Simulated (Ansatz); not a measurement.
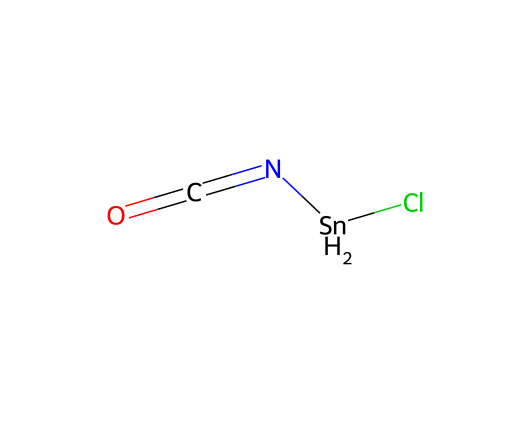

A structural formula.

Give its SMILES.

Answer. O=C=[N][SnH2][Cl]

What is the molecular formula?

Answer. CH2ClNOSn.

An optimisation with PBE0-D4/def2-TZVP gave a structure of which point group?

Answer. Cs. Other conformers may differ.

More results for the same structure follow; atom numbers are the same in all pictures, views and colours differ. Computed geometry: PBE0-D4/def2-TZVP optimisation.

## Shape

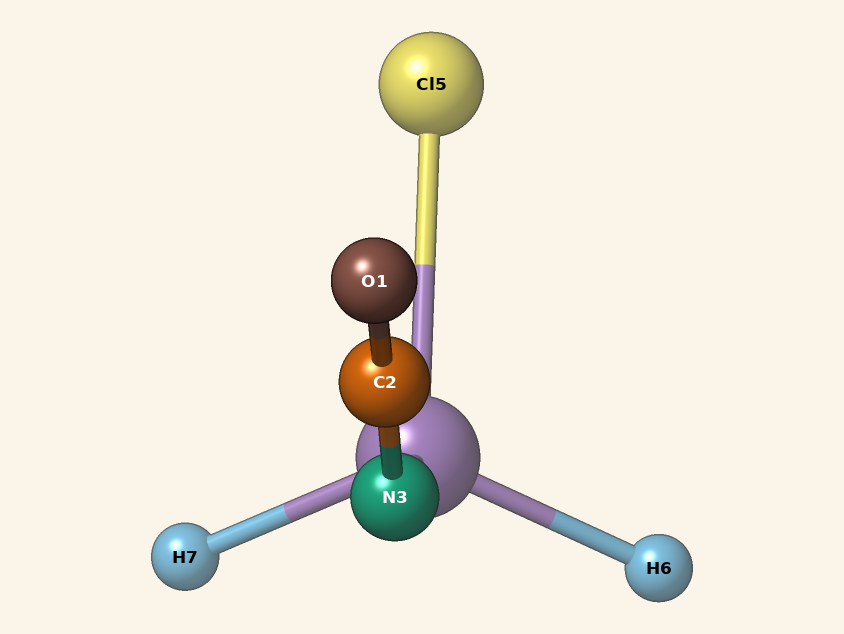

Sn4 lies behind N3. The molecule seen nearly along the N3–Sn4 bond, N3 in front. Depth is shown by fading: the farther an atom, the more it takes the colour of the background.

What is the torsion angle C2–N3–Sn4–Cl5? The sign is positive where the front bond must turn clockwise to cover the back bond.

Answer. 1°, synperiplanar (eclipsed).

## Vibrations

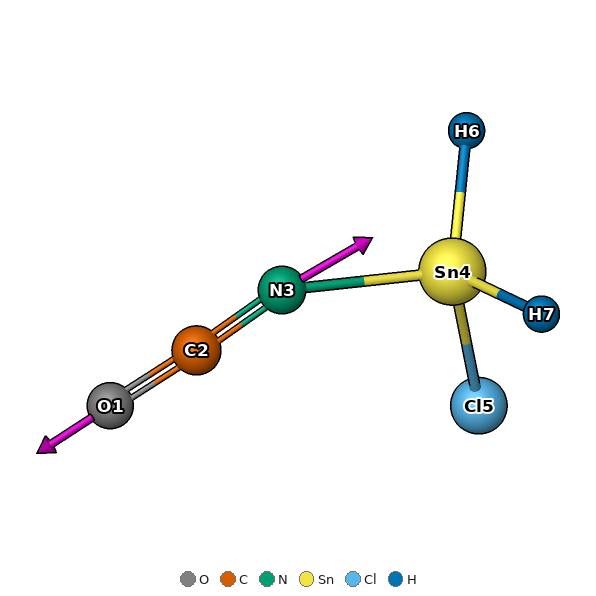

The arrows show one normal mode. Harmonic vibrations computed with RKS PBE0-D4/def2-TZVP, core potentials on Sn (Ansatz 0.2.0) at a stationary point of the same level.

Estimate its harmonic wavenumber.

Answer. 1436 cm⁻¹; it is mode 12 of 15 counted from the lowest.

## Levels of theory compared

Program: Ansatz 0.2.0.

Tabulate HOMO–LUMO gap (eV), dipole (D), HOMO energy (eV) at these levels: B3LYP-D4/def2-TZVPP; PBE-D4/def2-TZVPP; r2SCAN-D4/def2-TZVPP; ωB97M-V/def2-TZVPP.

```json
{"level": "B3LYP-D4/def2-TZVPP", "HOMO–LUMO gap (eV)": "6.68", "dipole (D)": "3.58", "HOMO energy (eV)": "−8.31"}
{"level": "PBE-D4/def2-TZVPP", "HOMO–LUMO gap (eV)": "4.93", "dipole (D)": "3.38", "HOMO energy (eV)": "−7.17"}
{"level": "r2SCAN-D4/def2-TZVPP", "HOMO–LUMO gap (eV)": "5.52", "dipole (D)": "3.50", "HOMO energy (eV)": "−7.49"}
{"level": "ωB97M-V/def2-TZVPP", "HOMO–LUMO gap (eV)": "11.33", "dipole (D)": "3.59", "HOMO energy (eV)": "−10.78"}
```

## Charges

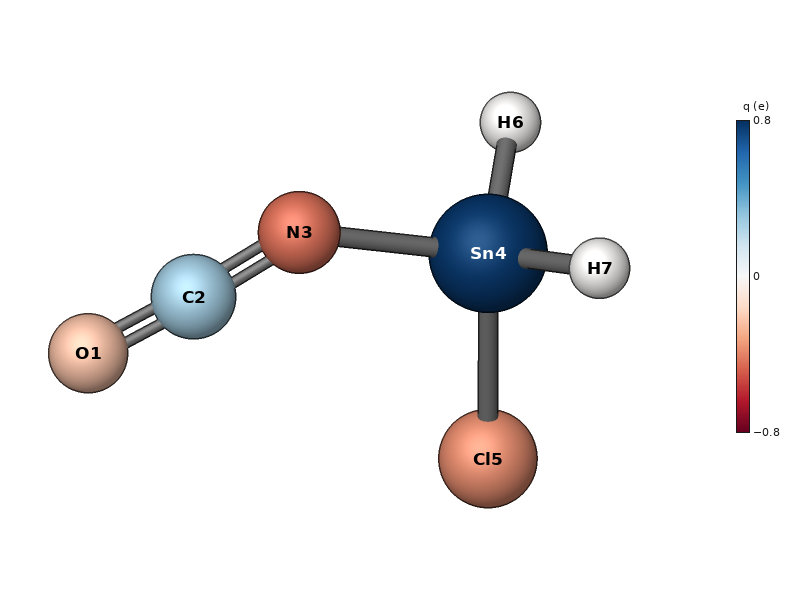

Atoms are coloured by their Mulliken charges. Method: RKS PBE0-D4/def2-TZVP, core potentials on Sn (Ansatz 0.2.0).

Which atom carries the highest charge (most positive or least negative)?

Answer. Sn4 (0.77 e).

And the lowest?

Answer. N3 (−0.43 e).

Give the Mulliken charges atom by atom.

| atom | value (e) |
| --- | --- |
| O1 | −0.23 |
| C2 | 0.27 |
| N3 | −0.43 |
| Sn4 | 0.77 |
| Cl5 | −0.36 |
| H6 | −0.01 |
| H7 | −0.01 |

Mulliken values depend strongly on the basis set and can even reverse the polarity of a bond.
